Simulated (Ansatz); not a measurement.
Geometry relaxation of ZrN$_{4}$H$_{9}$F (part 2 of 2)

Continued. System: ZrN$_{4}$H$_{9}$F. Method: RKS PBE/def2-SVP (Ansatz 0.2.0). The input holds or restrains some coordinates. Forces given for the steps count only the free coordinates. It belongs to a series of runs on one base structure; here: pulled along the bonds that form and break, towards end B.

Geometry of the input (Å):
```
Zr 0.0000  0.0000  0.0000
N  0.0000  0.0000  2.5600
H  -0.8770  -0.2713  3.0900
H  0.8770  0.2713  3.0900
N  2.0840  0.0000  -0.7359
H  2.5823  -0.9180  -0.9166
H  2.5853  0.9180  -0.9082
N  -1.0409  1.8034  -0.7359
H  -2.0610  1.7482  -1.0186
H  -0.5204  2.7241  -0.8065
N  -1.0409  -1.8034  -0.7359
H  -1.5759  -2.4197  -0.0595
H  -1.0055  -2.0526  -1.7656
F  -2.1637  0.0069  0.7189
H  -1.4250  0.0045  1.9368
```

```
mean field -10093.42533214 eV, -370.9265393867 hartree, gradient 1.9e-5 eV, S^2 0.000000; 1 other end points of the search recorded, 0 dependent functions left out
the calculation of the forces begins
reference -10093.42542838 eV, -370.9265429233 hartree; 29, 29 occupied and 117, 117 virtual orbitals, 1636 factors
Total energy: -10093.42542838 eV, -370.9265429233 hartree
Atom 0 at    -0.644063    -0.338569    -0.300854 Å, force     0.052438    -0.026863     0.092824 eV/Å
Atom 1 at     0.348429     0.662085     2.798815 Å, force    -0.465690    -0.227203    -0.157120 eV/Å
Atom 2 at     0.873063     0.152830     3.523160 Å, force     0.008825    -0.000268    -0.010118 eV/Å
Atom 3 at     0.219036     1.612772     3.169493 Å, force    -0.004905     0.012102    -0.000670 eV/Å
Atom 4 at     1.372914    -0.538560    -0.089701 Å, force    -0.011938     0.020489     0.095293 eV/Å
Atom 5 at     2.132328    -1.052175    -0.547356 Å, force    -0.050180     0.012236    -0.021605 eV/Å
Atom 6 at     1.707695    -0.141510     0.802224 Å, force     0.022639     0.002379     0.015403 eV/Å
Atom 7 at    -0.998830     1.537374    -1.053146 Å, force     0.010565     0.013468     0.082042 eV/Å
Atom 8 at    -1.932328     1.945725    -1.188674 Å, force    -0.016096     0.007347     0.031258 eV/Å
Atom 9 at    -0.307388     2.279544    -1.206213 Å, force     0.007917    -0.003704    -0.054754 eV/Å
Atom 10 at    -1.204970    -1.601001    -1.810512 Å, force    -0.021614    -0.021382     0.043930 eV/Å
Atom 11 at    -1.396832    -2.604185    -1.693714 Å, force    -0.015621    -0.002939     0.005777 eV/Å
Atom 12 at    -1.430474    -1.349433    -2.778403 Å, force     0.018171     0.016636    -0.026226 eV/Å
Atom 13 at    -1.718803    -0.781237     1.297384 Å, force     0.030801     0.006655    -0.101402 eV/Å
Atom 14 at    -0.601476     0.227740     2.790498 Å, force     0.434689     0.191049     0.005369 eV/Å
Dipole moment:     0.155652     0.172317     0.147320 e Å
```

Trajectory as extended XYZ (Å, eV, eV/Å), 7 of the 23 frames kept, from step=1 to step=23:
```
15
Properties=species:S:1:pos:R:3:forces:R:3 step=1 energy=-10088.11854
Zr    0.0000    0.0000    0.0000   -1.8745  -0.2078  -0.5427
N     0.0000    0.0000    2.5600   -1.7592  -0.9079  -2.7833
H    -0.8770   -0.2713    3.0900    1.8505  -0.2589   1.2932
H     0.8770    0.2713    3.0900   -1.7883   0.1463  -0.2612
N     2.0840    0.0000   -0.7359   -1.8638   0.1254   0.8113
H     2.5823   -0.9180   -0.9166   -0.0877   1.5881   0.0067
H     2.5853    0.9180   -0.9082   -0.0256  -1.6033  -0.0342
N    -1.0409    1.8034   -0.7359    1.7023  -1.1782   0.3461
H    -2.0610    1.7482   -1.0186    1.4542   0.6043   0.4249
H    -0.5204    2.7241   -0.8065   -1.2100  -0.9031  -0.3081
N    -1.0409   -1.8034   -0.7359    1.6772   1.1983   0.1648
H    -1.5759   -2.4197   -0.0595    0.4278   0.6854  -1.4293
H    -1.0055   -2.0526   -1.7656   -0.2511  -0.2733   1.5044
F    -2.1637    0.0069    0.7189    1.6817  -0.3866   3.6163
H    -1.4250    0.0045    1.9368    0.0662   1.3714  -2.8087
15
Properties=species:S:1:pos:R:3:forces:R:3 step=5 energy=-10091.10165
Zr   -0.2480   -0.0242   -0.4447    0.4338   0.0635   0.8973
N    -0.1942    0.0009    2.9360   -2.3296  -0.6838  -1.5860
H    -0.8399   -0.5097    3.5382    1.0695  -0.3047   0.8147
H     0.7511    0.2925    3.1331   -0.1514   0.3423   0.1776
N     1.8727    0.0054   -0.7726   -0.2971   0.0444   0.0572
H     2.4999   -0.8156   -0.8683   -0.3102   0.1755   0.0909
H     2.5120    0.8202   -0.8534   -0.3047  -0.2018   0.1213
N    -0.9671    1.8234   -0.9205   -0.3145  -0.0152  -0.4140
H    -2.0071    1.8630   -0.9454    0.6242   0.3500   0.0615
H    -0.5448    2.7554   -0.9048   -0.0906   0.1586  -0.3584
N    -0.8909   -1.9151   -0.8409    0.1905  -0.3938  -0.3793
H    -1.6098   -2.3459   -0.2263    0.1284   0.2872  -0.6613
H    -0.9948   -2.2052   -1.8165   -0.0714  -0.6086  -0.1290
F    -2.0252   -0.0495    0.4733    0.1006   0.0146   1.1123
H    -0.8956    0.3158    2.2257    1.3228   0.7718   0.1952
15
Properties=species:S:1:pos:R:3:forces:R:3 step=8 energy=-10092.64802
Zr   -0.3574   -0.0720   -0.3748   -0.2523  -0.2172   0.5235
N    -0.0425   -0.0854    3.0053   -0.2383   1.4092  -0.8153
H    -0.5724   -0.5952    3.7213    0.1952  -0.0722   0.1936
H     0.6453    0.5544    3.4672   -0.5619  -0.5653  -0.0289
N     1.7117   -0.0048   -0.6553   -0.0188   0.0719   0.0438
H     2.3102   -0.8323   -0.7974   -0.1371   0.0198   0.0450
H     2.3606    0.7977   -0.6285   -0.1751  -0.0774   0.1357
N    -0.9841    1.7433   -1.0906    0.0972   0.4762  -0.1900
H    -1.9947    1.9575   -1.0674    0.2168   0.0287  -0.0348
H    -0.4768    2.6113   -1.3536   -0.2546  -0.5429  -0.0770
N    -0.9215   -1.8711   -1.2002   -0.0554   0.1047  -0.2725
H    -1.6705   -2.3270   -0.6521    0.0714   0.0231  -0.2507
H    -0.9443   -2.2377   -2.1628    0.0346   0.0059   0.2046
F    -1.8666   -0.1805    0.9179    0.3284   0.0554   0.0002
H    -0.7789    0.5534    2.5840    0.7498  -0.7201   0.5228
15
Properties=species:S:1:pos:R:3:forces:R:3 step=12 energy=-10093.12215
Zr   -0.5398   -0.0590   -0.3054    0.0167   0.0279   0.3847
N     0.1774    0.0335    3.0221   -0.6126   0.1983  -0.1121
H    -0.0990   -0.8216    3.5368    0.1400   0.2025  -0.1113
H     0.7177    0.6054    3.6882   -0.0617  -0.0663  -0.0244
N     1.5188    0.0436   -0.4035    0.1562   0.0582  -0.0379
H     2.0991   -0.7470   -0.7226   -0.0733   0.1186   0.0289
H     2.1605    0.7502   -0.0068   -0.2219  -0.2293   0.0153
N    -1.0280    1.6553   -1.3151   -0.0150   0.1747  -0.1633
H    -1.9788    2.0546   -1.3508    0.1618  -0.0595  -0.0133
H    -0.4104    2.2363   -1.9010   -0.1472  -0.1573   0.0891
N    -0.9981   -1.7837   -1.3197   -0.0768  -0.0228  -0.0443
H    -1.7008   -2.4215   -0.9156    0.0869   0.0022  -0.0760
H    -0.9042   -2.0171   -2.3162   -0.0154   0.0382   0.0653
F    -1.8655   -0.0466    1.1616    0.0939   0.0318  -0.1781
H    -0.7305    0.5292    2.8611    0.5685  -0.3172   0.1774
15
Properties=species:S:1:pos:R:3:forces:R:3 step=16 energy=-10093.28228
Zr   -0.6292   -0.0822   -0.2740    0.0213  -0.0374   0.1524
N     0.3014    0.2936    2.9821   -0.7891  -0.1859   0.0653
H     0.4428   -0.6691    3.3532   -0.0063   0.4492  -0.1140
H     0.6079    0.9314    3.7372   -0.0728  -0.1565  -0.1612
N     1.4251   -0.1111   -0.1864    0.3905  -0.0568   0.0626
H     2.0500   -0.6519   -0.8144   -0.2484   0.2358   0.3210
H     1.9885    0.2751    0.5962   -0.2879  -0.2102  -0.3193
N    -1.0376    1.5932   -1.3767    0.0354  -0.0058  -0.0197
H    -1.9793    1.9782   -1.5263    0.0229  -0.0062  -0.0039
H    -0.3601    2.1970   -1.8549   -0.0285   0.0077   0.0242
N    -1.0944   -1.6796   -1.4740   -0.1442  -0.1562   0.0117
H    -1.5071   -2.5548   -1.1062    0.1381   0.2191  -0.1342
H    -1.1414   -1.7137   -2.5005   -0.0210   0.0021   0.1162
F    -1.9013   -0.1804    1.2343    0.1320  -0.0264  -0.0808
H    -0.7470    0.3857    2.9233    0.8580  -0.0725   0.0797
15
Properties=species:S:1:pos:R:3:forces:R:3 step=19 energy=-10093.38283
Zr   -0.6565   -0.2095   -0.3021   -0.0372  -0.0177   0.2929
N     0.3404    0.5188    2.8725   -0.4700  -0.1601   0.0457
H     0.7322   -0.3102    3.3504   -0.0559   0.1497  -0.0439
H     0.4960    1.3069    3.5216   -0.0541  -0.1067  -0.1212
N     1.3717   -0.3292   -0.0763    0.2268  -0.0721   0.0524
H     2.0997   -0.7727   -0.6559   -0.1690   0.0592   0.1723
H     1.7708   -0.0369    0.8329   -0.1015   0.0031  -0.2266
N    -1.0300    1.5699   -1.2446    0.0338   0.0739  -0.0142
H    -1.9681    1.9764   -1.3569    0.0151  -0.0057  -0.0022
H    -0.3454    2.2544   -1.5876   -0.0395  -0.0326   0.0252
N    -1.1578   -1.6459   -1.6728   -0.0488  -0.0566  -0.0303
H    -1.4227   -2.6054   -1.4060    0.0376   0.0712  -0.0576
H    -1.2990   -1.5466   -2.6846   -0.0055  -0.0025   0.0507
F    -1.8218   -0.5018    1.2672    0.0883  -0.0163  -0.1588
H    -0.6911    0.3431    2.8551    0.5799   0.1133   0.0156
15
Properties=species:S:1:pos:R:3:forces:R:3 step=23 energy=-10093.42533
Zr   -0.6441   -0.3386   -0.3009    0.0524  -0.0269   0.0928
N     0.3484    0.6621    2.7988   -0.4657  -0.2272  -0.1571
H     0.8731    0.1528    3.5232    0.0088  -0.0003  -0.0101
H     0.2190    1.6128    3.1695   -0.0049   0.0121  -0.0007
N     1.3729   -0.5386   -0.0897   -0.0119   0.0205   0.0953
H     2.1323   -1.0522   -0.5474   -0.0502   0.0122  -0.0216
H     1.7077   -0.1415    0.8022    0.0226   0.0024   0.0154
N    -0.9988    1.5374   -1.0531    0.0106   0.0135   0.0820
H    -1.9323    1.9457   -1.1887   -0.0161   0.0073   0.0313
H    -0.3074    2.2795   -1.2062    0.0079  -0.0037  -0.0548
N    -1.2050   -1.6010   -1.8105   -0.0216  -0.0214   0.0439
H    -1.3968   -2.6042   -1.6937   -0.0156  -0.0029   0.0058
H    -1.4305   -1.3494   -2.7784    0.0182   0.0166  -0.0262
F    -1.7188   -0.7812    1.2974    0.0308   0.0067  -0.1014
H    -0.6015    0.2277    2.7905    0.4347   0.1910   0.0054
```

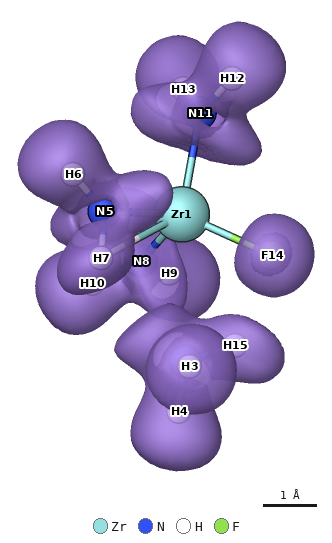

*Isosurface of the ELF at 0.75 (purple), seen at an oblique angle. Core shells and regions of very low density are left out.*

Along the contacts the grid gives the following. Zr1···N2 (3.41 Å): the ELF is only about 0 between them. Zr–F (1.98 Å): the ELF peaks at about 0.85 in the valence shell of F, 0.5 Å from its nucleus, and drops to about 0.20 between the two atoms.

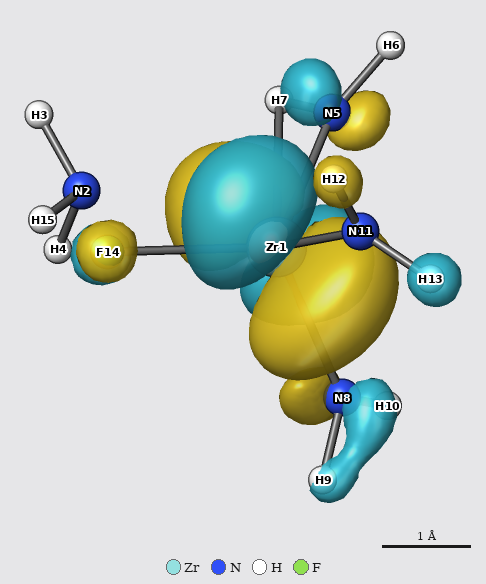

*One frontier orbital at ±0.15 Å⁻³ᐟ² (yellow and cyan are the two phases), seen at an oblique angle.*

The LUMO, at −0.62 eV. By Hirshfeld shares it lies mainly on Zr1 (70 %).

Key numbers:

```tsv
quantity	value
outcome	converged under the restraints of the input
total energy	−10093.4254 eV
mean-field energy	−10093.4254 eV
largest force (length of the vector) at the end, held atoms and coordinates included	0.541 eV/Å
wall time	55 s (CPU time 3.4 min)
peak memory	0.21 GiB
```
